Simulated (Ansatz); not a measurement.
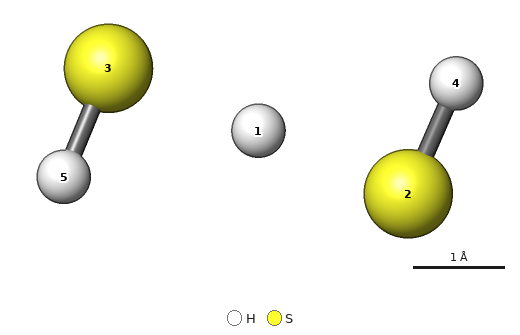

Figure 1. The structure as given in the input (ball-and-stick view, seen at a tilt; atoms are numbered from 1 in the order of the input).

H₃S₂: geometry relaxation

H₃S₂, multiplicity 2, computed with UKS B3LYP/def2-mTZVP (Ansatz 0.2.0).

The input holds or restrains some coordinates. It belongs to a series of runs on one base structure; here: pulled along the bonds that form and break, towards end B. Figures and captions count atoms from 1; the log counts them from 0 in places.

### What the program printed
```
The last accepted step is kept in [file] (removed where the run ends without a failure and the disk answers)
Engine: ansatz 0.2.0, x86_64-unknown-linux-gnu
Functional definition: B3LYP
  parameter a0 = 0.2
  parameter ax = 0.72
  parameter ac = 0.81
  exchange = (1 - a0 - ax)*slater_x + ax*b88_x + a0*exact_x
  correlation = (1 - ac)*vwn_rpa_c + ac*lyp_c
517 factors; integrals over basis functions are off by at most 3.4e-4 eV
mean field evaluation 1: about -21718.2943 eV, gradient 8.6e0 eV
mean field evaluation 2: about -21718.4640 eV, gradient 7.7e0 eV
mean field evaluation 4: about -21718.7297 eV, gradient 1.7e0 eV
mean field evaluation 8: about -21718.7511 eV, gradient 6.8e-2 eV
mean field evaluation 16: about -21718.8581 eV, gradient 2.6e-1 eV
mean field evaluation 32: about -21718.8232 eV, gradient 1.7e-1 eV
mean field -21718.86550946 eV, -798.1535858970 hartree, gradient 6.4e-6 eV, S^2 0.767062; 5 other end points of the search recorded, 0 dependent functions left out
the calculation of the forces begins
reference -21718.86572963 eV, -798.1535939879 hartree; 18, 17 occupied and 35, 36 virtual orbitals, 517 factors
relax step   1: F+E_penalty+E_count = -21718.86550946 eV  Δ(F+E_penalty+E_count) = +0.000e0 eV  max|allowed force component| = 1.567e0 eV/Å  E_restraint = 14.14100574 eV  max|allowed force component, restraints' pulls added| = 2.996e1 eV/Å  Δτ_max = 0.0000 Å  (149 SCF iters, accepted)
  distance H 0 - S 2 = 1.7895 Å
  distance S 1 - H 0 = 1.7892 Å
these checks for a lower state are left out or cut short: starts, cluster_reference, orbital_swaps, neighbouring_geometries, increment
517 factors; integrals over basis functions are off by at most 6.4e-4 eV
mean field evaluation 64: about -21719.2017 eV, gradient 9.6e-6 eV
mean field -21719.20169338 eV, -798.1659404279 hartree, gradient 1.3e-7 eV, S^2 0.754378; 0 other end points of the search recorded, 0 dependent functions left out
the calculation of the forces begins
reference -21719.20191372 eV, -798.1659485253 hartree; 18, 17 occupied and 35, 36 virtual orbitals, 517 factors
relax step   2: F+E_penalty+E_count = -21719.20169338 eV  Δ(F+E_penalty+E_count) = -3.362e-1 eV  max|allowed force component| = 1.868e0 eV/Å  E_restraint = 4.68840904 eV  max|allowed force component, restraints' pulls added| = 1.798e1 eV/Å  Δτ_max = 0.1989 Å  (108 SCF iters, accepted)
  distance H 0 - S 2 = 1.5324 Å
  distance S 1 - H 0 = 2.1282 Å
these checks for a lower state are left out or cut short: starts, cluster_reference, orbital_swaps, neighbouring_geometries, increment
517 factors; integrals over basis functions are off by at most 6.4e-4 eV
mean field -21719.45962026 eV, -798.1754190660 hartree, gradient 3.7e-8 eV, S^2 0.752888; 0 other end points of the search recorded, 0 dependent functions left out
the calculation of the forces begins
reference -21719.45984370 eV, -798.1754272774 hartree; 18, 17 occupied and 35, 36 virtual orbitals, 517 factors
relax step   3: F+E_penalty+E_count = -21719.45962026 eV  Δ(F+E_penalty+E_count) = -2.579e-1 eV  max|allowed force component| = 9.304e-1 eV/Å  E_restraint = 0.45493614 eV  max|allowed force component, restraints' pulls added| = 4.111e0 eV/Å  Δτ_max = 0.1950 Å  (109 SCF iters, accepted)
  distance H 0 - S 2 = 1.3141 Å
  distance S 1 - H 0 = 2.4920 Å
these checks for a lower state are left out or cut short: starts, cluster_reference, orbital_swaps, neighbouring_geometries, increment
517 factors; integrals over basis functions are off by at most 6.8e-4 eV
mean field evaluation 96: about -21719.5201 eV, gradient 1.9e-3 eV
mean field -21719.52005229 eV, -798.1776399021 hartree, gradient 8.9e-6 eV, S^2 0.752869; 0 other end points of the search recorded, 0 dependent functions left out
the calculation of the forces begins
reference -21719.52028011 eV, -798.1776482746 hartree; 18, 17 occupied and 35, 36 virtual orbitals, 517 factors
relax step   4: F+E_penalty+E_count = -21719.52005229 eV  Δ(F+E_penalty+E_count) = -6.043e-2 eV  max|allowed force component| = 2.363e-1 eV/Å  E_restraint = 0.00723875 eV  max|allowed force component, restraints' pulls added| = 4.673e-1 eV/Å  Δτ_max = 0.1935 Å  (51 SCF iters, accepted)
  distance H 0 - S 2 = 1.3699 Å
  distance S 1 - H 0 = 2.6796 Å
these checks for a lower state are left out or cut short: starts, cluster_reference, orbital_swaps, neighbouring_geometries, increment
517 factors; integrals over basis functions are off by at most 6.8e-4 eV
mean field -21719.52426694 eV, -798.1777947876 hartree, gradient 4.0e-6 eV, S^2 0.752867; 0 other end points of the search recorded, 0 dependent functions left out
the calculation of the forces begins
reference -21719.52449515 eV, -798.1778031741 hartree; 18, 17 occupied and 35, 36 virtual orbitals, 517 factors
relax step   5: F+E_penalty+E_count = -21719.52426694 eV  Δ(F+E_penalty+E_count) = -4.215e-3 eV  max|allowed force component| = 1.575e-1 eV/Å  E_restraint = 0.00084378 eV  max|allowed force component, restraints' pulls added| = 2.047e-1 eV/Å  Δτ_max = 0.1264 Å  (48 SCF iters, accepted)
  distance H 0 - S 2 = 1.3621 Å
  distance S 1 - H 0 = 2.6672 Å
these checks for a lower state are left out or cut short: starts, cluster_reference, orbital_swaps, neighbouring_geometries, increment
517 factors; integrals over basis functions are off by at most 6.8e-4 eV
mean field -21719.52513659 eV, -798.1778267469 hartree, gradient 2.7e-7 eV, S^2 0.752869; 0 other end points of the search recorded, 0 dependent functions left out
the calculation of the forces begins
reference -21719.52536525 eV, -798.1778351500 hartree; 18, 17 occupied and 35, 36 virtual orbitals, 517 factors
relax step   6: F+E_penalty+E_count = -21719.52513659 eV  Δ(F+E_penalty+E_count) = -8.697e-4 eV  max|allowed force component| = 1.104e-1 eV/Å  E_restraint = 0.00032536 eV  max|allowed force component, restraints' pulls added| = 1.119e-1 eV/Å  Δτ_max = 0.0421 Å  (82 SCF iters, accepted)
  distance H 0 - S 2 = 1.3607 Å
  distance S 1 - H 0 = 2.6646 Å
517 factors; integrals over basis functions are off by at most 6.8e-4 eV
mean field evaluation 128: about -21719.5274 eV, gradient 3.7e-2 eV
mean field evaluation 160: about -21719.4503 eV, gradient 2.4e0 eV
```

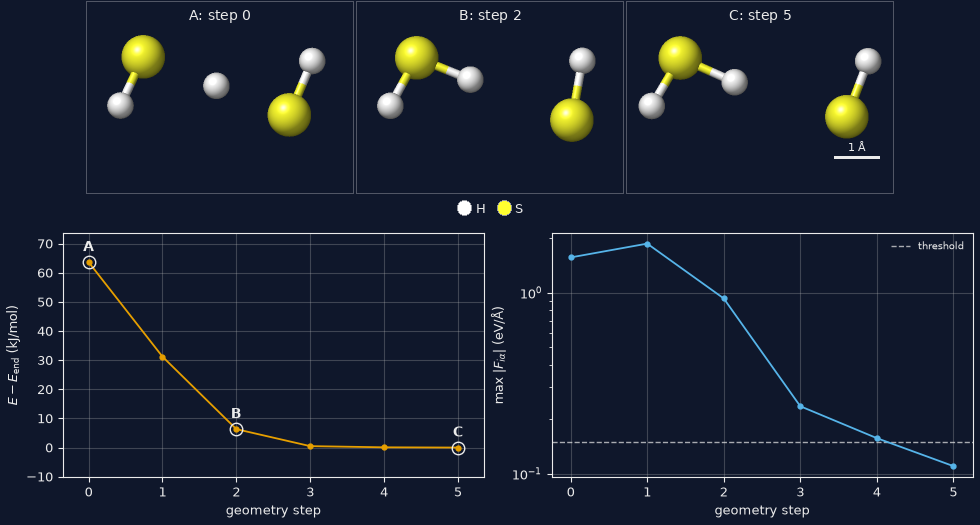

Figure 2. Frames of the restrained relaxation (ball-and-stick view, seen at a tilt) above the curves, on which the letters mark them (the first geometry is step 0 here and step 1 in the log).

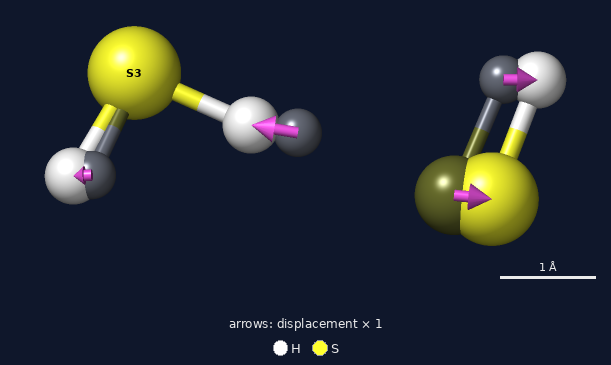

Figure 3. Start (faint) and end (solid) with the displacements as pink arrows, at true length (ball-and-stick view, seen at a tilt). The two geometries are laid on each other by the best rigid fit. H1 moves most after the best rigid fit: 0.50 Å. By element the largest moves are H 0.50 Å, S 0.40 Å. Distances before and after: H1–S3 1.789 → 1.361 Å, S2–H4 1.329 → 1.355 Å, S3–H5 1.329 → 1.353 Å. New bonds form: H1–S3 (1.79 → 1.36 Å). Over 5 geometry steps the energy falls by 63.6 kJ/mol. The largest force component goes from 1.6 to 0.11 eV/Å. (Atoms are counted from 1 in the order of the input.)

```
mean field -21719.52513659 eV, -798.1778267469 hartree, gradient 2.7e-7 eV, S^2 0.752869; 6 other end points of the search recorded, 0 dependent functions left out
the calculation of the forces begins
reference -21719.52536525 eV, -798.1778351500 hartree; 18, 17 occupied and 35, 36 virtual orbitals, 517 factors
Total energy: -21719.52536525 eV, -798.1778351500 hartree
Atom 0 at     0.118922     0.182748    -0.450464 Å, force     0.049499     0.048109    -0.085030 eV/Å
Atom 1 at    -0.812972    -1.103245     1.689142 Å, force    -0.110422    -0.044131    -0.001015 eV/Å
Atom 2 at     0.758592     0.818080    -1.469617 Å, force    -0.023145    -0.014484     0.029272 eV/Å
Atom 3 at     0.319863    -0.892468     2.402311 Å, force     0.084722     0.012922     0.055448 eV/Å
Atom 4 at    -0.384405     0.994884    -2.171371 Å, force    -0.000654    -0.002416     0.001325 eV/Å
Dipole moment:    -0.123807    -0.083328     0.243707 e Å
```

### Trajectory as extended XYZ (Å, eV, eV/Å), 6 frames, from step=1 to step=6
```
5
Properties=species:S:1:pos:R:3:forces:R:3 step=1 energy=-21718.86551
H     0.0284   -0.0797   -0.0363   -0.0013  -0.0285  -0.0161
S    -0.7314   -0.9375    1.3378    0.0563   0.6114  -1.5672
S     0.7759    0.7913   -1.4092    0.0211  -0.8075   1.4788
H     0.3422   -0.7113    2.0878    0.5851   0.1267   0.4314
H    -0.4151    0.9372   -1.9801   -0.6612   0.0980  -0.3269
5
Properties=species:S:1:pos:R:3:forces:R:3 step=2 energy=-21719.20169
H     0.1121    0.0156   -0.1895    0.8765   0.9026  -1.7834
S    -0.7942   -1.0052    1.4432   -0.2822   0.0108  -0.1723
S     0.7552    0.7627   -1.3628   -0.5192  -1.0017   1.8678
H     0.3455   -0.7108    2.0910    0.2989   0.0510   0.2484
H    -0.4187    0.9377   -1.9818   -0.3740   0.0372  -0.1605
5
Properties=species:S:1:pos:R:3:forces:R:3 step=3 energy=-21719.45962
H     0.1949    0.1032   -0.3428   -0.5617  -0.5610   0.7748
S    -0.8665   -1.0836    1.5743    0.1743   0.0012   0.2341
S     0.7478    0.7543   -1.3414    0.7736   0.6630  -0.9304
H     0.3455   -0.7114    2.0923   -0.2307  -0.0964  -0.0398
H    -0.4217    0.9375   -1.9824   -0.1555  -0.0068  -0.0387
5
Properties=species:S:1:pos:R:3:forces:R:3 step=4 energy=-21719.52005
H     0.0773    0.1839   -0.4091    0.1734   0.1245  -0.2344
S    -0.8415   -1.1606    1.7189   -0.0802  -0.0310  -0.0003
S     0.7733    0.7756   -1.4299   -0.2363  -0.0985   0.1635
H     0.3480   -0.8030    2.2628    0.0683   0.0061   0.0568
H    -0.3571    1.0041   -2.1427    0.0749  -0.0012   0.0145
5
Properties=species:S:1:pos:R:3:forces:R:3 step=5 energy=-21719.52427
H     0.1027    0.1808   -0.4406    0.0541   0.0627  -0.1182
S    -0.8176   -1.1214    1.6974   -0.1575  -0.0543  -0.0319
S     0.7606    0.8031   -1.4582   -0.0390  -0.0226   0.0448
H     0.3281   -0.8667    2.3701    0.1350   0.0244   0.0870
H    -0.3737    1.0042   -2.1686    0.0074  -0.0103   0.0184
5
Properties=species:S:1:pos:R:3:forces:R:3 step=6 energy=-21719.52514
H     0.1189    0.1827   -0.4505    0.0495   0.0481  -0.0850
S    -0.8130   -1.1032    1.6891   -0.1104  -0.0441  -0.0010
S     0.7586    0.8181   -1.4696   -0.0231  -0.0145   0.0293
H     0.3199   -0.8925    2.4023    0.0847   0.0129   0.0554
H    -0.3844    0.9949   -2.1714   -0.0007  -0.0024   0.0013
```

This output came from the following input.

### The input
```yaml
crystal:
  periodic: [false, false, false]
  atoms:
    - { symbol: H, position_ang: [0.0284, -0.0797, -0.0363] }
    - { symbol: S, position_ang: [-0.7314, -0.9375, 1.3378] }
    - { symbol: S, position_ang: [0.7759, 0.7913, -1.4092] }
    - { symbol: H, position_ang: [0.3422, -0.7113, 2.0878] }
    - { symbol: H, position_ang: [-0.4151, 0.9372, -1.9801] }
magnetization:
  spin_polarized: true
  initial_magnetization: 1
basis:
  gaussian: { orbitals: def2-mTZVP }
hamiltonian:
  xc: b3lyp
relax:
  f_tol: 0.15
  max_steps: 25
  restrain:
    - { distance: [0, 2], at: 1.36, k: 30.0 }
    - { distance: [1, 0], at: 2.66, k: 30.0 }
```

Command:
```bash
ansatz run input.yaml --threads 2 --pin off --max-ram 3072MiB --backend cpu --events-out ev --progress --plain --runs-dir out
```

### Key numbers

| quantity | value |
| --- | --- |
| outcome | converged under the restraints of the input |
| total energy | −21719.5254 eV |
| mean-field energy | −21719.5254 eV |
| ⟨S²⟩ | 0.753 |
| largest force (length of the vector) at the end, held atoms and coordinates included | 0.119 eV/Å |
| hardware | 2 threads of AMD EPYC (Zen 4), 16 GiB of memory available, shared host |
| wall time | 8.2 s (CPU time 16 s) |
| peak memory | 0.14 GiB |
